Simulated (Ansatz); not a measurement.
**Effect of O → F on SiO2**

Consider SiO$_{2}$ (space group I-42d, No. 122; a = 4.946 Å, c = 7.314 Å; a cell from a computed database, its experimental status unchecked).

Modification: full substitution O → F; the structure is relaxed again.

Level of theory: r2SCAN/PAW in Ansatz (a program for electronic structure), without spin-orbit coupling, earlier PAW set. Settings: 8×8×8 k-points, 0.05 eV Fermi–Dirac smearing, for the changed cell.

```tsv
quantity	base	changed	shift
space group	I-42d (No. 122)	I4_1/amd (No. 141)	–
shortest interatomic distance	1.613 Å	2.022 Å	+0.4097 Å
band gap	6.56 eV	1.01 eV	-5.55 eV
gap character	direct at Γ	direct at Γ	–
hole mass	–	0.19 mₑ along c, 0.28 mₑ across (at Γ)	–
```

Final structure:

```
SiF2
1.0
   -2.99541     2.99541     5.43648
    2.99541    -2.99541     5.43648
    2.99541     2.99541    -5.43648
Si F
2 4
Direct
  0.75000   0.25000   0.50000
  0.00000   0.00000   0.00000
  0.87500   0.62500   0.75000
  0.37500   0.12500   0.25000
  0.87500   0.12500   0.25000
  0.87500   0.12500   0.75000
```

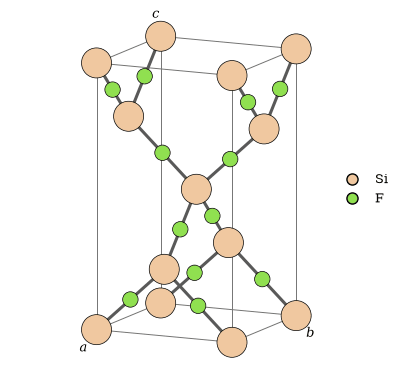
Figure: The relaxed conventional cell after the change

Effective masses come from finite differences of ±0.01 Å⁻¹. No phonon test of stability was made. As relaxed here, SiF2 is a hypothetical phase, not in the database extracts checked. k-point labels follow each cell's own Brillouin zone.
